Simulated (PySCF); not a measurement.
Consider GeF (charge −1, triplet).

```xyz
2

Ge    0.0000    0.0000   -0.3825
F     0.0000    0.0000    1.4885
```

The calculation used PBE0/def2-TZVPPD, non-relativistic Hamiltonian with scalar-relativistic core potentials where named, at a bond length of 1.871 Å in PySCF 2.14.0.

**Predict the electron density, electron localisation function and spin density between the atoms.**

Ge–F (1.87 Å): ρ at the midpoint is about 0.7 e/Å³; the ELF peaks at about 0.85 in the valence shell of F, 0.6 Å from its nucleus, and is about 0.25 at the midpoint.
The unpaired spin (2 electrons) lies mostly on Ge1 (about 1.9) and F2 (about 0.1), in electrons by Hirshfeld's partition.

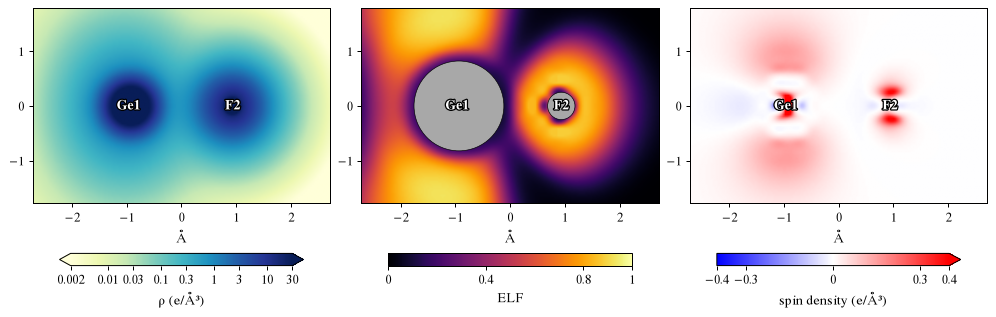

Computed electron density, electron localisation function and spin density on a plane that holds the molecular axis, in this order. Grey discs cover the atomic cores in the ELF map. 
